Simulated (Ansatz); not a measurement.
CH5AlCl: several calculations on one system

### Relaxation

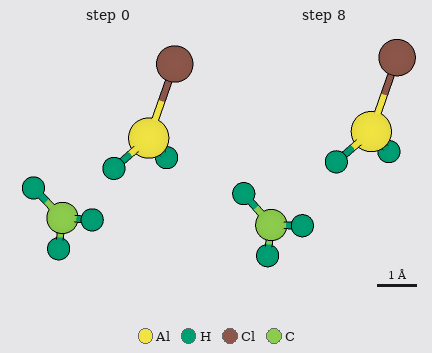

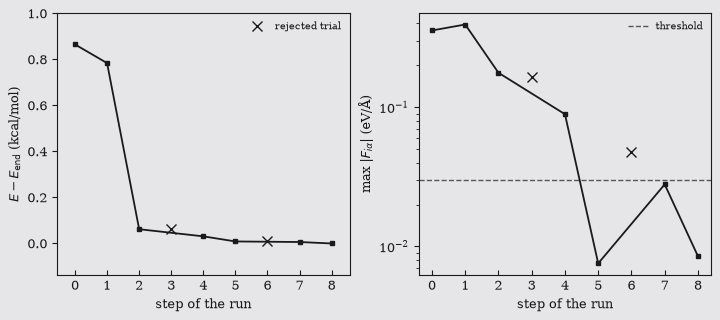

First and last geometry of a relaxation of CH₅AlCl (multiplicity 2), with the history of the run. Style: ball-and-stick. Shown from a free direction.

The run prepares an end point of a later path (reaction) calculation, from a guessed geometry.

These are results of UKS PBE0-D4/6-31G* in Ansatz, not measurements. Settings: collinear spin; force threshold 0.03 eV/Å; at most 50 steps.

**What do the curves and the structures tell?**

It converged. Over 6 accepted moves (8 points after the start) the energy falls by 0.87 kcal/mol. The largest force component goes from 0.36 to 0.0085 eV/Å. The line search rejected the trial steps at points 3, 6 of the run. The forces were under the threshold at step 5, but the run went on from there. The largest move after the best rigid fit is that of the C atom, 0.32 Å. Largest moves by element: C 0.32 Å, H 0.32 Å, Al 0.30 Å, Cl 0.29 Å. Near-neighbour distances that change, for instance: Al–H 1.570 → 1.582 Å. Cost: 37 s on 1 thread of Arm Neoverse V1, with other jobs on the host, peak memory 0.16 GiB.

Limits of the set-up: the start holds two separate molecules, 2.3 Å apart at their closest, whose relative position is a soft coordinate.

### Relaxation

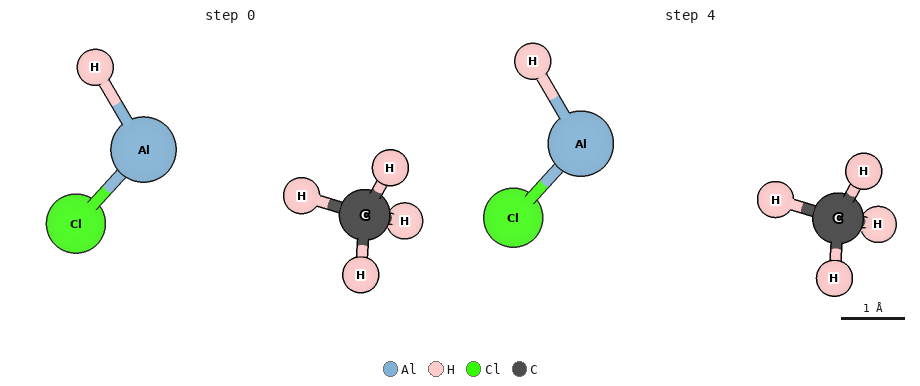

The structure of CH5AlCl (multiplicity 2) before (left) and after (right) a relaxation, at one scale.

Style: ball-and-stick. Shown at a tilt.

The run prepares an end point of a later path (reaction) calculation, from a guessed geometry.

Level of theory: UKS PBE0-D4/6-31G* (Ansatz).

Input
```yaml
crystal:
  periodic: [false, false, false]
  atoms:
    - { symbol: Al, position_ang: [-0.022039, -0.000207, -0.427384] }
    - { symbol: H, position_ang: [0.005755, 0.000519, 2.3373] }
    - { symbol: H, position_ang: [1.295542, -5.9e-05, -1.350879] }
    - { symbol: Cl, position_ang: [-1.85702, -6.3e-05, -1.499106] }
    - { symbol: C, position_ang: [0.001392, 3.6e-05, 3.441397] }
    - { symbol: H, position_ang: [-0.558875, -0.867862, 3.797756] }
    - { symbol: H, position_ang: [1.029705, -0.048818, 3.808285] }
    - { symbol: H, position_ang: [-0.47456, 0.916354, 3.799131] }
magnetization:
  spin_polarized: true
  initial_magnetization: 1
basis:
  gaussian: { orbitals: "6-31G*" }
hamiltonian:
  xc: pbe0
  dispersion: d4
relax:
  f_tol: 0.03
  max_steps: 50
```

Command:
```bash
ansatz run input.yaml --threads 1 --pin off --max-ram 2048MiB --backend cpu --events-out ev --progress --plain --runs-dir out
```

Describe what moved and what it gained.

The energy falls by 0.035 eV in 4 geometry steps. The largest force component goes from 0.31 to 0.019 eV/Å. The largest moves after the best rigid fit, 0.40 Å, are those of Al1, H3 and Cl4. Largest moves by element: Al 0.40 Å, Cl 0.40 Å, H 0.39 Å, C 0.23 Å. Some distances before and after: H2–C5 1.104 → 1.094 Å. The run took 22 s on 1 thread of Arm Neoverse V1 (shared host), peak memory 0.16 GiB.

Limits of the set-up: the start holds two separate molecules, 2.8 Å apart at their closest, whose relative position is a soft coordinate.

### Path

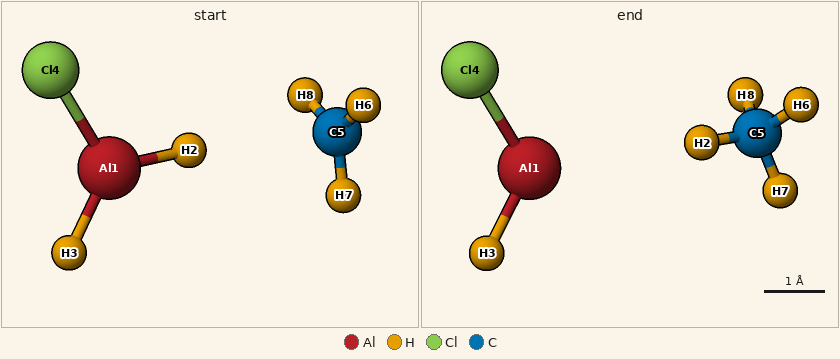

The two relaxed end points of a path for CH₅AlCl (multiplicity 2), made up at the start of AlH$_{2}$Cl and CH3. The picture is a ball-and-stick view, seen at a tilt.

Computed with Ansatz 0.2.0, UKS PBE0-D4/6-31G*.

Set-up: 5 movable images; climbing image; force threshold 0.05 eV/Å; iteration limit 60.

Start:
```xyz
8

Al   -0.0182   -0.0003   -0.4717
H    -0.0925   -0.0004    1.1081
H     1.3052    0.0000   -1.3415
Cl   -1.8450   -0.0008   -1.5254
C     0.0178    0.0003    4.0333
H    -0.5677   -0.9098    4.0171
H     1.0987   -0.0512    4.0611
H    -0.4785    0.9621    4.0256
```

End:
```xyz
8

Al   -0.0358   -0.0006   -0.8241
H     0.0113    0.0017    2.5808
H     1.2876   -0.0004   -1.7414
Cl   -1.8677   -0.0006   -1.8981
C     0.0076    0.0003    3.6744
H    -0.5512   -0.8668    4.0345
H     1.0350   -0.0488    4.0431
H    -0.4669    0.9152    4.0372
```

What barrier does the band find between them, and by what path?

The energy climbs by 0.12 eV to image 2 and then falls by 1.37 eV, so the end point sits at −1.25 eV. A hydrogen atom shifts from one atom to another. Breaking: Al1–H2 (1.58 → 1.66 at the top → 3.41 Å). Forming: H2–C5 (2.93 → 1.81 at the top → 1.09 Å). The band converged in 11 iterations, with a climbing image at the top. At the top, the vibrational analysis gives one imaginary mode (448i cm⁻¹), as a transition state must have.

Energies of the converged images:

```json
{"image": "0", "path (Å)": "0.00", "E (eV)": "0.000"}
{"image": "1", "path (Å)": "0.67", "E (eV)": "0.018"}
{"image": "2", "path (Å)": "1.35", "E (eV)": "0.116"}
{"image": "3", "path (Å)": "1.89", "E (eV)": "-1.021"}
{"image": "4", "path (Å)": "2.43", "E (eV)": "-1.196"}
{"image": "5", "path (Å)": "2.97", "E (eV)": "-1.244"}
{"image": "6", "path (Å)": "3.51", "E (eV)": "-1.254"}
```

The geometry at the top of the path:

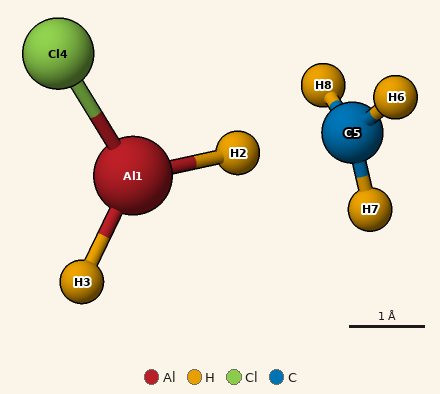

Limits of the set-up: the start holds two separate molecules, 2.9 Å apart at their closest, whose relative position is a soft coordinate.

The run took 3.7 min on 1 thread of Arm Neoverse V1 (shared host), peak memory 0.16 GiB.
